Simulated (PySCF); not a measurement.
System: H4O4Si (SMILES O[Si](O)(O)O).

Input file:

```
{"job": {"kind": "nmr", "xc": "PBE0", "basis": "pcSseg-1", "pop": false}, "charge": 0, "multiplicity": 1}
O      0.526700     1.156800    -0.460400
Si    -0.075400    -0.244400     0.060500
O      1.089400    -1.403700     0.089200
O     -1.217800    -0.707500    -0.983100
O     -0.670300     0.056800     1.577000
H      1.464700     1.267300    -0.207500
H      1.130700    -2.087000    -0.531100
H     -1.422100    -0.120500    -1.652500
H     -1.386300    -0.550900     1.838000
```

Command:

```sh
OMP_NUM_THREADS=1 python probes_run.py task.json out
```

Geometry: GFN2-xTB, MD frame at 250 fs, 300 K.

All numbers below come from PBE0/pcSseg-1, SCF density, gas phase, non-relativistic (PySCF 2.14.0).

Predict the electron density and electron localisation function between the atoms.

Si–O (1.61 Å): ρ at the midpoint is about 1.3 e/Å³; the ELF peaks at about 0.90 between the atoms, as expected for a short, strongly polar bond.
O–H (0.91 Å): ρ at the midpoint is about 4.1 e/Å³; the ELF climbs to about 1 towards the hydrogen, as it does in any bond to H; an ordinary covalent bond to hydrogen.

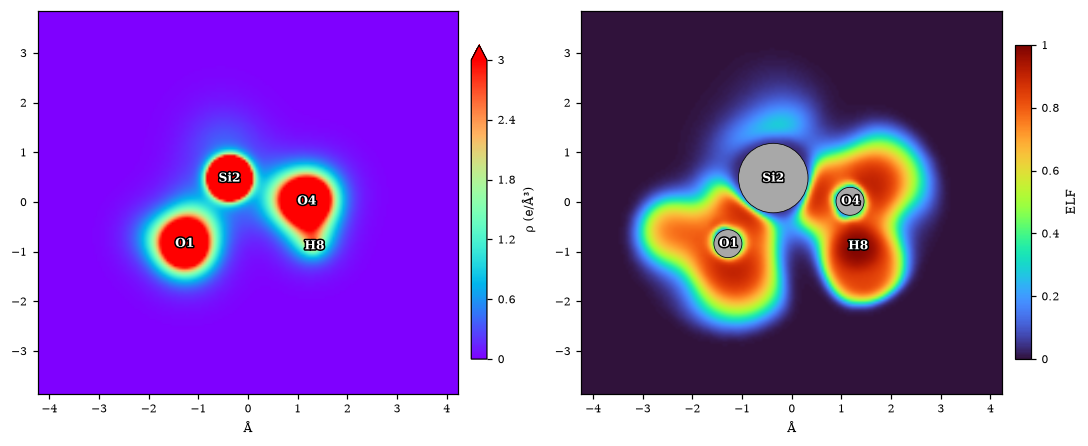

Computed electron density and electron localisation function on the plane of atoms Si2, O4 and H8, in this order. Grey discs cover the atomic cores in the ELF map. 
